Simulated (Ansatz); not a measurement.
# Sr2LuReO6: a short molecular-dynamics run

Aim: set Sr2LuReO6 (a randomly packed cell, 10 atoms, not relaxed) in motion for 30 steps of 1 fs at constant energy, with velocities drawn for 1200 K, and see how temperature, energy and positions respond.

All numbers below are computed with Ansatz 0.2.0 (DFT LDA, plane waves, PAW, scalar-relativistic, no spin polarisation).

**1. The starting structure**

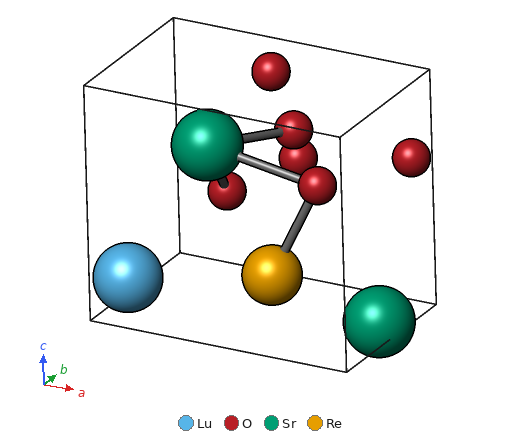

Start, viewed slightly off an axis; lutetium blue, oxygen red, strontium teal, rhenium amber. Each atom of the cell is drawn once.

Coordinates:

```
CELL_PARAMETERS angstrom
5.31092 0.66469 0.14672
-0.52125 5.43255 -0.88358
-0.77320 0.30342 4.86606
ATOMIC_POSITIONS crystal
Lu 0.10503 0.05655 0.16885
O 0.38838 0.89309 0.86537
O 0.79447 0.23527 0.65953
O 0.54705 0.68034 0.71372
O 0.29160 0.64585 0.40792
O 0.93129 0.88913 0.61937
O 0.48306 0.90047 0.51672
Sr 0.34154 0.30547 0.71262
Sr 0.90322 0.56534 0.00967
Re 0.61157 0.22200 0.24302
```

**2. Molecular dynamics**

input.yaml

```yaml
crystal:
  lattice:
    - [5.310918, 0.664686, 0.146723]
    - [-0.521253, 5.432551, -0.883577]
    - [-0.773197, 0.303416, 4.866061]
  atoms:
    - { symbol: Lu, position: [0.10503, 0.05655, 0.168848] }
    - { symbol: O, position: [0.388375, 0.893088, 0.865373] }
    - { symbol: O, position: [0.794468, 0.235273, 0.659525] }
    - { symbol: O, position: [0.547048, 0.680337, 0.713722] }
    - { symbol: O, position: [0.2916, 0.645847, 0.407917] }
    - { symbol: O, position: [0.931287, 0.889133, 0.619367] }
    - { symbol: O, position: [0.483059, 0.900467, 0.516721] }
    - { symbol: Sr, position: [0.341538, 0.305467, 0.71262] }
    - { symbol: Sr, position: [0.903218, 0.565339, 0.009671] }
    - { symbol: Re, position: [0.611574, 0.221997, 0.243021] }
kpoints:
  mp_grid: { grid: [3, 3, 3] }
magnetization:
  spin_polarized: false
scf:
  occupations: { method: fermi_dirac, width: 0.05 }
hamiltonian:
  pseudopotentials: { kind: paw }
  xc: lda
basis:
  ecutwfc: 420
md:
  timestep: 1.0
  n_steps: 30
  ensemble: nve
  temperature: 1200.0
  initial_velocities: maxwell_boltzmann
  seed: 849003
```

On the command line:

```sh
> ansatz run input.yaml --threads 2 --pin off --max-ram 2560MiB --backend cpu --events-out ev --progress --plain --runs-dir out
```

What it wrote, cut to the lines that bear on the results:

```text
Warning: md: disabling space-group detection — thermal motion breaks the input geometry's symmetry, so no spatial operation reduces the k-mesh or symmetrises the density; time reversal is kept, so that k and −k are solved as one point where they differ and the mesh holds both, and exact [...]
Warning: RAYON_NUM_THREADS=2 ignored (pool sized by the plan → 2); use --threads N
[...]
Pseudopotentials: kind: paw
Pseudopotential: Lu, paw, valence charge 25, recommended cutoff 420 eV (normal), Lu.paw.azcp
Pseudopotential: O, paw, valence charge 6, recommended cutoff 420 eV (normal), O.paw.azcp
Pseudopotential: Sr, paw, valence charge 10, recommended cutoff 420 eV (normal), Sr.paw.azcp
Pseudopotential: Re, paw, valence charge 15, recommended cutoff 420 eV (normal), Re.paw.azcp
Functional definition: SPW92
[...]
Crystal: 10 atoms, lattice volume = 144.552 Å³
Basis set: ecut = 420 eV, 2815 PW (Γ)
Bands: 58, of which v1, the nominal top of the filled ones, is band 48 counted from 1 (47 counted from 0)
Symmetry: 1 space group operations
k-points: 14 of 27 (time reversal used)
[...]
SCF iter   1: F=—  HF=-35302.377515 eV  |F-HF|=—  |Δ(HF+E_count)|=         —  Δρ=2.73e-2  dr2=1.46e0  ethr=1.77e-3  ⟨swp⟩=9.2  Hψ=4056  notcnv=0
[...]
md step     0: t =     0.00 fs  T =  1200.0 K  F+E_penalty+E_count = -35302.25881360 eV  E_kin = 1.396008 eV  conserved = -35300.86280561 eV  (12 SCF iters)
[...]
SCF iter   8: F=—  HF=-35302.458379 eV  |F-HF|=—  |Δ(HF+E_count)|=   6.66e-7  Δρ=2.86e-5  dr2=9.83e-7  ethr=9.84e-10  ⟨swp⟩=2.5  Hψ=1527  notcnv=0
```

**3. The log goes on**

The log, continued, cut to the lines that bear on the results:

```text
SCF iter   9: F=—  HF=-35302.458379 eV  |F-HF|=—  |Δ(HF+E_count)|=   2.67e-8  Δρ=1.32e-5  dr2=2.36e-7  ethr=1.75e-10  ⟨swp⟩=2.0  Hψ=1465  notcnv=0
[...]
md step     1: t =     1.00 fs  T =  1370.9 K  F+E_penalty+E_count = -35302.45837853 eV  E_kin = 1.594844 eV  conserved = -35300.86353462 eV  (11 SCF iters)
[...]
md step     8: t =     8.00 fs  T =  3791.3 K  F+E_penalty+E_count = -35305.27709337 eV  E_kin = 4.410566 eV  conserved = -35300.86652767 eV  (6 SCF iters)
[...]
md step    15: t =    15.00 fs  T =  6925.1 K  F+E_penalty+E_count = -35308.93110380 eV  E_kin = 8.056231 eV  conserved = -35300.87487298 eV  (6 SCF iters)
[...]
md step    22: t =    22.00 fs  T =  5213.5 K  F+E_penalty+E_count = -35306.92837895 eV  E_kin = 6.065034 eV  conserved = -35300.86334482 eV  (7 SCF iters)
[...]
md step    30: t =    30.00 fs  T =  8097.6 K  F+E_penalty+E_count = -35310.30009251 eV  E_kin = 9.420280 eV  conserved = -35300.87981295 eV  (13 SCF iters)
SCF converged after 13 iterations
Free energy (F): -35310.300093 eV
[...]
E sigma→0 (E₀):  -35310.262909 eV
Entropy (-TS):   -0.074366 eV (-7.437 meV/atom)
Fermi energy:    10.107547 eV
[...]
--- Forces (eV/Å), atoms counted from 1 ---
  atom   1  Lu    -2.20528159    -1.61410341     2.63353203
  atom   2  O      1.01691379     1.71493487    -6.04101182
  atom   3  O     -0.61788718    -0.38049964    -2.60470169
  atom   4  O     -2.02707957    -0.74900242    -0.69542663
  atom   5  O      4.71182907     0.57184546     3.81045638
  atom   6  O      0.66741486     0.85588019    -0.06011120
  atom   7  O      1.39634550    -0.14249966     4.80379701
  atom   8  Sr    -0.26443350     1.71507173    -0.42931872
[...]
--- MD trajectory: 30 steps, t = 0.0 → 30.0 fs ---
  final state: T = 8097.6 K   F+E_penalty+E_count = -35310.30009251 eV   E_kin = 9.420280 eV
  conserved energy: peak-to-peak 5.121e-2 eV (5.121e-3 eV/atom) over 30.0 fs
```

Wall time 6 min (2 threads of Arm Neoverse N1, shared host); peak memory 0.58 GiB.

**4. The trajectory**

One step in 2; energies are changes from step 0; msd is the mean square displacement from the start, the centre of mass held:

```
time (fs)  T (K)  potential energy change (meV/atom)  total energy change (meV/atom)  msd O (Å²)  msd Sr (Å²)  msd Re (Å²)  msd Lu (Å²)
      0.0   1200                                 0.0                            0.00       0.000        0.000        0.000        0.000
      2.0   1604                               -47.2                           -0.15       0.001        0.000        0.000        0.000
      4.0   2217                              -118.6                           -0.28       0.004        0.001        0.000        0.000
      6.0   2962                              -205.3                           -0.35       0.011        0.002        0.000        0.000
      8.0   3791                              -301.8                           -0.37       0.024        0.003        0.001        0.001
     10.0   4684                              -405.7                           -0.40       0.045        0.005        0.002        0.001
     12.0   5617                              -514.3                           -0.53       0.075        0.007        0.003        0.001
     14.0   6526                              -620.4                           -0.88       0.118        0.010        0.004        0.002
     16.0   7244                              -704.7                           -1.66       0.174        0.013        0.006        0.002
     18.0   7431                              -727.7                           -2.84       0.242        0.016        0.009        0.003
     20.0   6676                              -640.1                           -3.08       0.321        0.020        0.012        0.003
     22.0   5213                              -467.0                           -0.05       0.399        0.025        0.016        0.004
     24.0   4611                              -395.0                            1.87       0.465        0.030        0.018        0.005
     26.0   5688                              -523.3                           -1.20       0.512        0.035        0.020        0.007
     28.0   7141                              -693.5                           -2.36       0.549        0.041        0.020        0.008
     30.0   8098                              -804.1                           -1.70       0.584        0.047        0.021        0.010
```

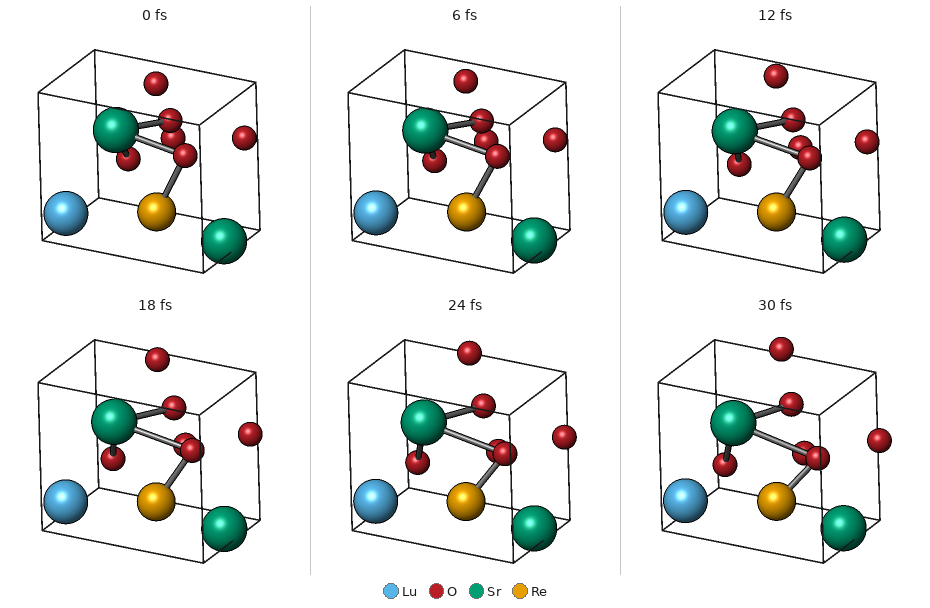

Six frames of the run, seen slightly off an axis. Each atom of the cell is drawn once. Atoms are followed across the cell's faces. Sticks are the contacts of the first frame, kept unless stretched by 40 %.

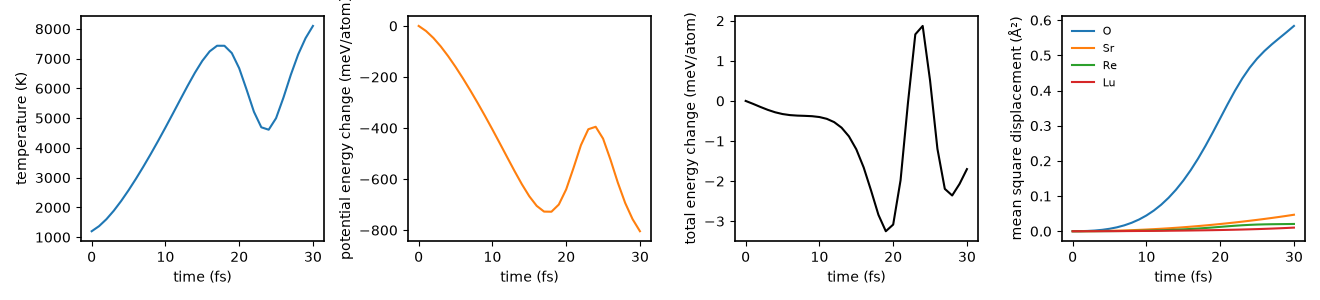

Time series of the run, each on its own scale.

**5. Frames from the trajectory**

Extended XYZ, with forces in eV/Å:

```xyz
10
Lattice="5.311 0.665 0.147 -0.521 5.433 -0.884 -0.773 0.303 4.866" Properties=species:S:1:pos:R:3:forces:R:3 pbc="T T T" time_fs=4.0 T=2217 dE=-1.1858
Lu    0.392    0.435    0.796    1.271   -3.284    1.094
O     0.905    5.403    3.505   -0.572    1.421    4.376
O     3.630    2.025    3.110   -0.347    1.384   -2.187
O     2.035    4.264    2.947    0.378    0.265    3.188
O     0.829    3.815    1.407   -2.041   -1.537   -3.431
O     4.029    5.624    2.336    1.408    0.701   -0.089
O     1.757    5.403    1.723    1.114    2.230   -5.155
Sr    1.102    2.080    3.245   -0.135    0.715   -1.223
Sr    4.483    3.702   -0.316   -0.757    1.440   -0.848
Re    2.950    1.674    1.079   -0.318   -3.336    4.273
10
Lattice="5.311 0.665 0.147 -0.521 5.433 -0.884 -0.773 0.303 4.866" Properties=species:S:1:pos:R:3:forces:R:3 pbc="T T T" time_fs=8.0 T=3791 dE=-3.0183
Lu    0.388    0.439    0.806    1.584   -3.333    1.333
O     0.877    5.447    3.574    0.069    1.643    2.781
O     3.670    2.056    3.080   -0.138    1.379   -2.002
O     2.074    4.255    2.974   -0.435   -0.032    2.032
O     0.742    3.790    1.323   -1.599   -1.319   -2.212
O     4.067    5.617    2.305    1.394    0.835   -0.318
O     1.827    5.458    1.606    0.610    3.039   -4.496
Sr    1.099    2.058    3.239   -0.085    0.967   -1.263
Sr    4.470    3.733   -0.314   -0.695    1.186   -0.793
Re    2.955    1.658    1.085   -0.706   -4.365    4.938
10
Lattice="5.311 0.665 0.147 -0.521 5.433 -0.884 -0.773 0.303 4.866" Properties=species:S:1:pos:R:3:forces:R:3 pbc="T T T" time_fs=11.0 T=5147 dE=-4.5967
Lu    0.386    0.440    0.814    1.707   -3.319    1.501
O     0.856    5.490    3.644    0.414    1.959    1.761
O     3.699    2.089    3.045   -0.059    1.334   -1.932
O     2.101    4.248    3.007   -0.951   -0.266    1.362
O     0.667    3.763    1.246   -1.139   -1.035   -1.354
O     4.105    5.618    2.281    1.444    0.884   -0.491
O     1.885    5.519    1.489    0.303    3.592   -4.171
Sr    1.097    2.043    3.234   -0.105    1.160   -1.246
Sr    4.460    3.757   -0.313   -0.636    0.911   -0.806
Re    2.958    1.644    1.092   -0.977   -5.220    5.375
10
Lattice="5.311 0.665 0.147 -0.521 5.433 -0.884 -0.773 0.303 4.866" Properties=species:S:1:pos:R:3:forces:R:3 pbc="T T T" time_fs=15.0 T=6925 dE=-6.6723
Lu    0.384    0.439    0.826    1.478   -3.214    1.636
O     0.832    5.565    3.751    0.539    2.456    0.508
O     3.737    2.143    2.982   -0.027    1.180   -1.880
O     2.129    4.236    3.062   -1.529   -0.555    0.522
O     0.557    3.718    1.132   -0.130   -0.417   -0.058
O     4.168    5.626    2.244    1.447    0.924   -0.760
O     1.963    5.629    1.299    0.058    2.606   -2.464
Sr    1.095    2.025    3.225   -0.202    1.391   -1.039
Sr    4.445    3.790   -0.313   -0.694    0.410   -1.154
Re    2.962    1.622    1.106   -0.939   -4.780    4.690
10
Lattice="5.311 0.665 0.147 -0.521 5.433 -0.884 -0.773 0.303 4.866" Properties=species:S:1:pos:R:3:forces:R:3 pbc="T T T" time_fs=19.0 T=7186 dE=-6.9962
Lu    0.383    0.435    0.840    0.584   -2.929    1.662
O     0.812    5.663    3.863    0.182    2.445   -1.261
O     3.775    2.209    2.902    0.024    0.973   -1.747
O     2.142    4.219    3.122   -1.848   -0.952   -0.370
O     0.447    3.669    1.018    1.541    0.259    1.598
O     4.244    5.643    2.199    1.313    1.078   -1.033
O     2.042    5.758    1.090   -1.709   -6.255    4.913
Sr    1.092    2.009    3.214   -0.361    1.587   -0.539
Sr    4.429    3.824   -0.316   -1.250   -0.258   -2.219
Re    2.965    1.596    1.123    1.524    4.052   -1.004
10
Lattice="5.311 0.665 0.147 -0.521 5.433 -0.884 -0.773 0.303 4.866" Properties=species:S:1:pos:R:3:forces:R:3 pbc="T T T" time_fs=22.0 T=5213 dE=-4.6696
Lu    0.383    0.430    0.851   -0.465   -2.562    1.714
O     0.799    5.752    3.940   -0.299    1.623   -3.316
O     3.804    2.265    2.830    0.045    0.738   -1.672
O     2.140    4.200    3.165   -1.991   -1.169   -0.812
O     0.373    3.633    0.942    3.037    0.627    2.903
O     4.310    5.662    2.160    1.199    1.219   -1.084
O     2.090    5.818    0.962   -4.980  -20.920   14.781
Sr    1.089    1.999    3.205   -0.443    1.683   -0.144
Sr    4.415    3.850   -0.320   -2.006   -0.839   -3.426
Re    2.968    1.579    1.136    5.904   19.602   -8.943
10
Lattice="5.311 0.665 0.147 -0.521 5.433 -0.884 -0.773 0.303 4.866" Properties=species:S:1:pos:R:3:forces:R:3 pbc="T T T" time_fs=26.0 T=5688 dE=-5.2329
Lu    0.382    0.421    0.867   -1.716   -1.928    2.132
O     0.778    5.883    4.012   -0.482    0.665   -6.435
O     3.842    2.345    2.719   -0.112    0.251   -2.260
O     2.121    4.166    3.216   -2.167   -1.001   -0.862
O     0.301    3.591    0.866    4.471    0.829    4.000
O     4.407    5.698    2.098    1.011    1.123   -0.722
O     2.115    5.727    0.911   -2.457  -16.702   13.204
Sr    1.085    1.988    3.193   -0.364    1.627    0.097
Sr    4.394    3.882   -0.331   -3.110   -1.449   -4.680
Re    2.976    1.570    1.147    4.925   16.585   -4.475
10
Lattice="5.311 0.665 0.147 -0.521 5.433 -0.884 -0.773 0.303 4.866" Properties=species:S:1:pos:R:3:forces:R:3 pbc="T T T" time_fs=30.0 T=8098 dE=-8.0413
Lu    0.380    0.411    0.886   -2.205   -1.614    2.634
O     0.754    6.022    4.024    1.017    1.715   -6.041
O     3.879    2.427    2.587   -0.618   -0.381   -2.605
O     2.081    4.121    3.259   -2.027   -0.749   -0.695
O     0.271    3.557    0.827    4.712    0.572    3.810
O     4.515    5.745    2.029    0.667    0.856   -0.060
O     2.117    5.483    0.985    1.396   -0.142    4.804
Sr    1.080    1.980    3.181   -0.264    1.715   -0.429
Sr    4.367    3.912   -0.350   -3.731   -1.528   -4.628
Re    2.988    1.574    1.154    1.053   -0.443    3.211
```

**6. Results**

| quantity | value |
| --- | --- |
| length | 30 steps of 1 fs |
| temperature, first and last step | 1200 and 8098 K |
| temperature, second half | mean 6465 K, from 4611 to 8098 K |
| potential energy, second half | -614 meV/atom from the start |
| largest change of the total energy | 3.25 meV/atom |
| mean square displacement, second half | O 0.391, Sr 0.027, Re 0.015, Lu 0.005 Å² |

What this shows: The temperature starts at 1200 K and averages 6465 K in the second half, where it ranges from 4611 to 8098 K; the start was no minimum (force components up to 6.2 eV/Å), and the potential energy that it sheds (614 meV/atom) turns into motion. The total energy strays from its start by at most 3.25 meV/atom, 0.6 % of the mean kinetic energy, so a step of 1 fs is short enough over this time. Over the second half O atoms stand 0.6 Å (root mean square) from where they began, and the farthest move is 1.1 Å. Averages from a run of 30 fs with 10 atoms are rough.
